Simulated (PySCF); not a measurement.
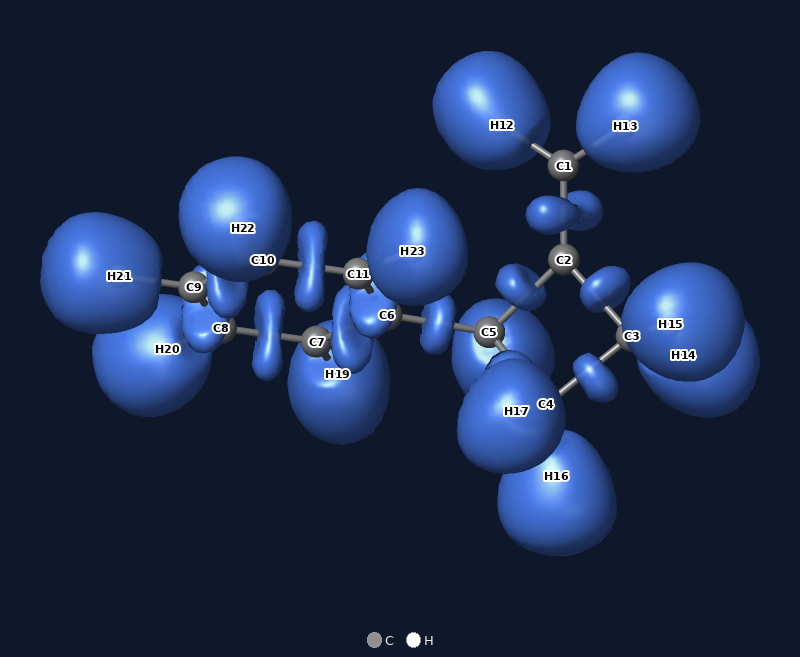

Figure. C11H12. Isosurface of the ELF at 0.85 (blue), seen at a tilt. Only the valence region is drawn (cores and ρ < 0.01 e/Å³ removed).

Geometry: PBE0-D3(BJ)/def2-SVP.

Method: PySCF, PBE0/def2-SVPD, SCF density, gas phase.

```xyz
23

C    -2.0943   -0.8210    1.2438
C    -1.8554   -0.2223    0.0811
C    -2.5598    0.8427   -0.7266
C    -1.1950    1.1596   -1.3795
C    -0.6525   -0.1998   -0.8478
C     0.7413   -0.2860   -0.3004
C     1.7247   -1.0287   -0.9622
C     3.0311   -1.0820   -0.4785
C     3.3748   -0.3908    0.6813
C     2.4027    0.3510    1.3530
C     1.0992    0.4015    0.8670
H    -1.3641   -1.5068    1.6829
H    -3.0194   -0.6380    1.7976
H    -3.2762    0.4111   -1.4457
H    -3.0678    1.6464   -0.1723
H    -1.1651    1.3173   -2.4671
H    -0.6906    2.0013   -0.8825
H    -0.7839   -0.9707   -1.6274
H     1.4595   -1.5749   -1.8720
H     3.7838   -1.6695   -1.0102
H     4.3972   -0.4326    1.0644
H     2.6624    0.8923    2.2663
H     0.3389    0.9733    1.4052
```

What do the ELF domains correspond to?

At this value the surface marks out twelve regions between bonded C–C atoms (shared pairs) and twelve regions around hydrogen nuclei.

Values along the shortest contacts:
C–C (1.33 Å): the ELF peaks at about 0.95 between the atoms; a short, multiple covalent bond. C–H (1.09 Å): the ELF climbs to about 1 towards the hydrogen, as it does in any bond to H (a covalent bond by its length).
